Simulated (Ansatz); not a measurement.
# Calculations on Si₂NH₇O

### Relaxation

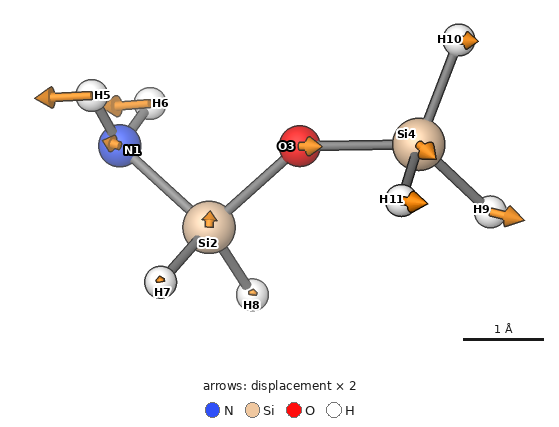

A relaxation of Si₂NH₇O (coarse preliminary run). The starting structure is drawn; orange arrows show the displacements, magnified 2 times. The two geometries are superimposed by the best rigid fit.

The picture is a ball-and-stick view, seen at a tilt.

Computed with Ansatz 0.2.0, RKS PBE-D4/def2-SVP. (force threshold 0.03 eV/Å; at most 250 steps)

### Which element moves most?

Hydrogen: up to 0.39 Å, against 0.19 Å for silicon.

### What happened in the run?

The atom that moves furthest after the best rigid fit is H5 (0.39 Å). Largest moves by element: H 0.39 Å, Si 0.19 Å, O 0.17 Å, N 0.14 Å. Some distances before and after: Si4–H10 1.421 → 1.502 Å, Si2–O3 1.615 → 1.684 Å, N1–Si2 1.664 → 1.727 Å, Si4–H9 1.451 → 1.507 Å. Among the angles between lasting bonds that change: N1–Si2–O3 102.6° → 113.9°, Si2–N1–H5 111.1° → 119.4°, Si2–N1–H6 112.3° → 119.4°. The optimiser took 7 steps.

### Relaxation

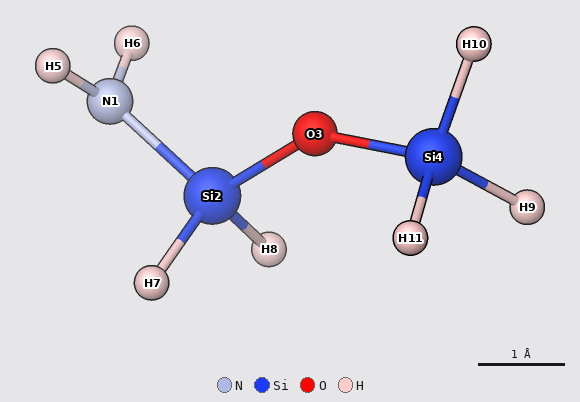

Starting structure of Si$_{2}$NH$_{7}$O. The picture is a ball-and-stick view, seen at a tilt.

Theory: RKS PBE0-D4/def2-TZVP in Ansatz.

The input:
```yaml
crystal:
  periodic: [false, false, false]
  atoms:
    - {symbol: N, position_ang: [-0.514381, 2.345111, -0.230834]}
    - {symbol: Si, position_ang: [-0.855791, 0.652201, -0.262446]}
    - {symbol: O, position_ang: [0.464222, -0.317044, 0.128151]}
    - {symbol: Si, position_ang: [0.986673, -1.887490, 0.343808]}
    - {symbol: H, position_ang: [-0.351501, 2.808017, 0.666812]}
    - {symbol: H, position_ang: [0.085988, 2.749770, -0.953584]}
    - {symbol: H, position_ang: [-1.937082, 0.395017, 0.748448]}
    - {symbol: H, position_ang: [-1.288504, 0.308348, -1.659257]}
    - {symbol: H, position_ang: [0.832059, -2.686829, -0.924562]}
    - {symbol: H, position_ang: [2.438506, -1.853329, 0.727538]}
    - {symbol: H, position_ang: [0.205210, -2.570673, 1.436627]}
basis:
  gaussian: {orbitals: def2-TZVP}
hamiltonian: {xc: pbe0, dispersion: d4}
relax: {f_tol: 0.005, max_steps: 200}
```

Q: Predict the outcome.

A: The energy falls by 0.088 eV in 5 accepted moves (6 points after the start). The largest force component goes from 0.67 to 0.003 eV/Å. The line search rejected the trial step at point 4 of the run. The atom that moves furthest after the best rigid fit is N1 (0.076 Å). By element the largest moves are N 0.076 Å, H 0.075 Å, O 0.066 Å, Si 0.027 Å. Some distances before and after: Si2–O3 1.684 → 1.640 Å, O3–Si4 1.669 → 1.630 Å, N1–Si2 1.727 → 1.701 Å, Si4–H11 1.507 → 1.487 Å. Among the angles between lasting bonds that change: Si2–O3–Si4 144.8° → 148.8°. The run took about 120 core-seconds on a shared host.

The structure at the end:

```xyz
11

N    -0.4597    2.2952   -0.2140
Si   -0.8421    0.6382   -0.2579
O     0.4105   -0.3525    0.1139
Si    0.9704   -1.8666    0.3385
H    -0.3521    2.7837    0.6594
H     0.0785    2.7267   -0.9471
H    -1.9157    0.4006    0.7381
H    -1.2764    0.3164   -1.6394
H     0.8358   -2.6630   -0.9103
H     2.4032   -1.7885    0.7169
H     0.2131   -2.5471    1.4227
```

The end point in the same view:

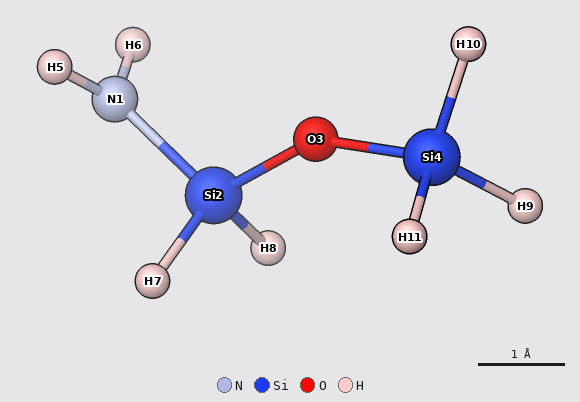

### A change

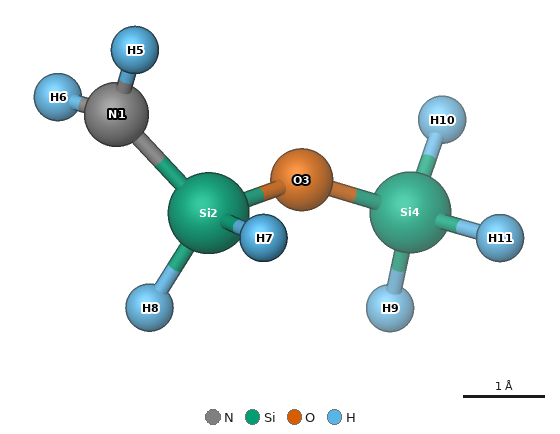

This is Si₂NH₇O. The picture is a ball-and-stick view, seen at a tilt.

These are results of Ansatz, RKS PBE0-D4/def2-TZVPP, not measurements. 

Change: All atoms are moved at random (σ = 0.02 Å) from the PBE0-D4/def2-TZVP minimum.

The input:
```yaml
crystal:
  periodic: [false, false, false]
  atoms:
    - {symbol: N, position_ang: [-0.475527, 2.303078, -0.204320]}
    - {symbol: Si, position_ang: [-0.834413, 0.661362, -0.272669]}
    - {symbol: O, position_ang: [0.402271, -0.344587, 0.130711]}
    - {symbol: Si, position_ang: [0.956056, -1.869423, 0.342761]}
    - {symbol: H, position_ang: [-0.352794, 2.768489, 0.680480]}
    - {symbol: H, position_ang: [0.090072, 2.698914, -0.925280]}
    - {symbol: H, position_ang: [-1.924885, 0.424379, 0.719574]}
    - {symbol: H, position_ang: [-1.272661, 0.344332, -1.645267]}
    - {symbol: H, position_ang: [0.846838, -2.672221, -0.893913]}
    - {symbol: H, position_ang: [2.415834, -1.764652, 0.732758]}
    - {symbol: H, position_ang: [0.233424, -2.574625, 1.427575]}
basis:
  gaussian: {orbitals: def2-TZVPP}
hamiltonian: {xc: pbe0, dispersion: d4}
output: {forces: true}
```

Q: Predict the response.

A: The energy rises by 3.04 kJ/mol. The largest force is 0.95 eV/Å, on Si2. The forces point partly back along the displacements (cosine −0.51). At other levels of theory the same distortion costs 3.04 kJ/mol (RKS PBE-D4/def2-TZVPP), 3.10 kJ/mol (RKS r2SCAN-D4/def2-TZVPP), 3.43 kJ/mol (RKS wB97M-V/def2-TZVPP), 3.35 kJ/mol (RHF-CCSD(T), frozen core/def2-TZVPP). Some distances before and after: Si4–H10 1.484 → 1.515 Å, N1–Si2 1.701 → 1.682 Å, Si2–H7 1.484 → 1.493 Å, Si4–H9 1.487 → 1.478 Å. Among the angles between lasting bonds that change: Si2–N1–H6 121.3° → 118.6°.

### A change

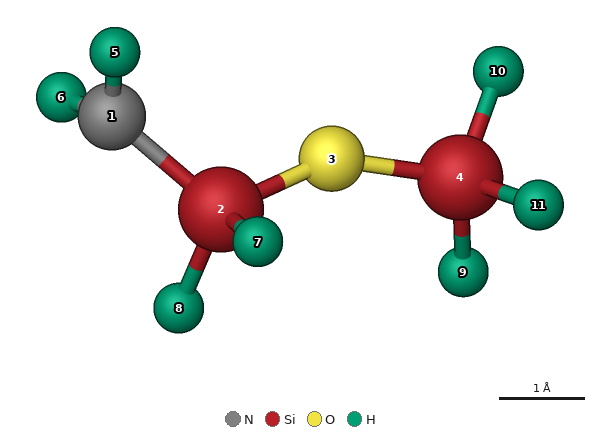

Reference structure: Si$_{2}$NH$_{7}$O. The picture is a ball-and-stick view, seen at a tilt.

Theory: RKS r2SCAN-D4/def2-TZVPP in Ansatz 0.2.0. 

Now this is done to it. All atoms are moved at random (σ = 0.04 Å) from the PBE0-D4/def2-TZVP minimum.

**Predict the response.**

The energy rises by 6.47 kcal/mol. The largest force is 2.8 eV/Å, on Si4. The forces point partly back along the displacements (cosine −0.54). At other levels of theory the same distortion costs 7.55 kcal/mol (RKS PBE-D4/def2-TZVPP), 6.48 kcal/mol (RKS PBE0-D4/def2-TZVPP), 5.86 kcal/mol (RKS wB97M-V/def2-TZVPP), 6.40 kcal/mol (RHF-CCSD(T), frozen core/def2-TZVPP). Some distances before and after: Si4–H11 1.487 → 1.373 Å, N1–H5 1.007 → 0.958 Å, N1–Si2 1.701 → 1.674 Å, Si2–O3 1.640 → 1.663 Å. Among the angles between lasting bonds that change: H9–Si4–H11 108.7° → 115.2°, H5–N1–H6 111.5° → 115.3°.

Drawn alike, the variant:

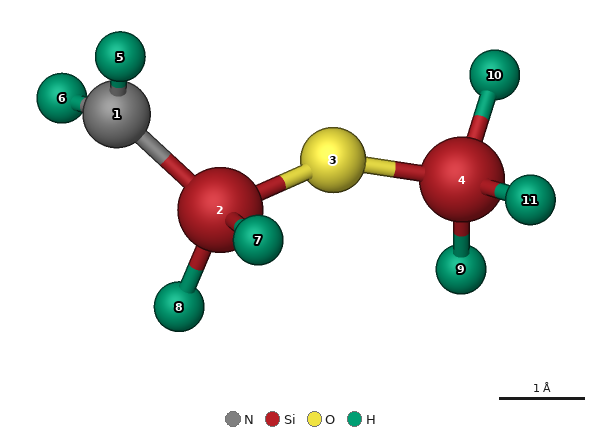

### Distortion

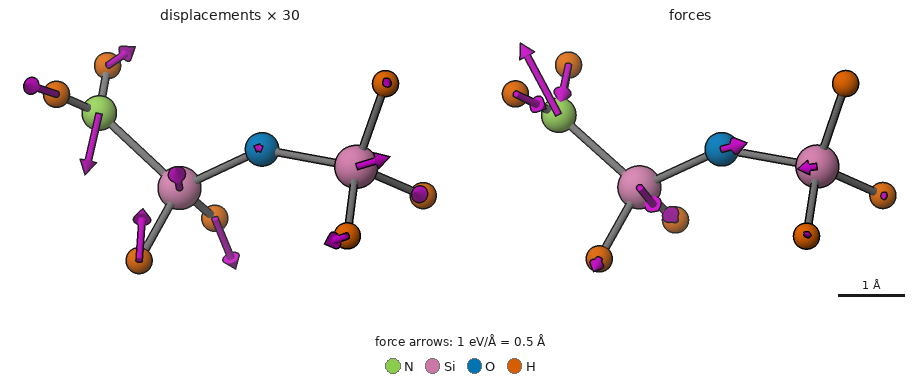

Left: Si2NH7O, with purple arrows for the displacements applied to it. Right: the displaced structure with the computed forces. Style: ball-and-stick. Shown at a tilt.

Method: RKS wB97M-V/def2-TZVPP in Ansatz. 

**Describe the distortion and the response.**

All atoms are moved at random (σ = 0.02 Å) from the PBE0-D4/def2-TZVP minimum. Energy change: +0.127 eV. The largest force is 2.5 eV/Å, on the N atom. The forces mostly point back along the displacements (cosine −0.74). At other levels of theory the same distortion costs 0.107 eV (RKS PBE-D4/def2-TZVPP), 0.125 eV (RKS r2SCAN-D4/def2-TZVPP), 0.130 eV (RKS PBE0-D4/def2-TZVPP), 0.127 eV (RHF-CCSD(T), frozen core/def2-TZVPP). Among the bonded contacts that change: H–Si 1.485 → 1.446 to 1.536 Å, H–N 1.007 → 1.044 to 1.048 Å, N–Si 1.701 → 1.681 Å, O–Si 1.635 → 1.622 to 1.650 Å.
